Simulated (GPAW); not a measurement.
Two runs for the O K edge of atom 3 in NbFeO4 (I-4m2). Run A: GPAW, LDA + U (Fe 5.3 eV), full core hole (charged cell), 12-atom cell with 5.5 Å between holes, 3×3×3 k points, dipole transitions, Gaussian full width 0.9 eV up to 4 eV, rising linearly to 3.5 eV at 25 eV. Run B has a fault in its input.

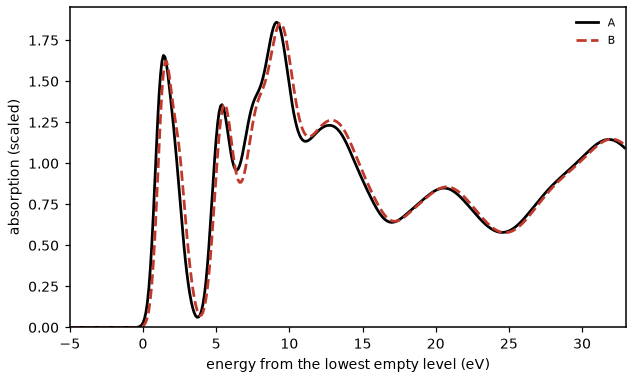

Energy from the lowest empty level; intensity scaled to a mean of 1 over the first 20 eV.

What went wrong in run B?

The field is made at the zone centre alone. The scaled spectrum changes by 10 % r.m.s. The highest intensity below 16 eV goes from 9.1 eV (1.86) to 9.4 eV (1.85). Other settings could leave a like mark; this is the one that was changed.

[Hosts, paths, dates, database ids (printed as entryN), source tags and the programs' standing remarks are cut or masked in the printed files.]

[Lists of maxima count a maximum above −3 eV only where it reaches 4 % of the highest in the window and stands out from its surroundings by 2 % of it (1.5 % where it reaches 55 %); shoulders and weaker maxima are passed over, and of the rest the first, up to two pre-edge ones and the few strongest are named.]
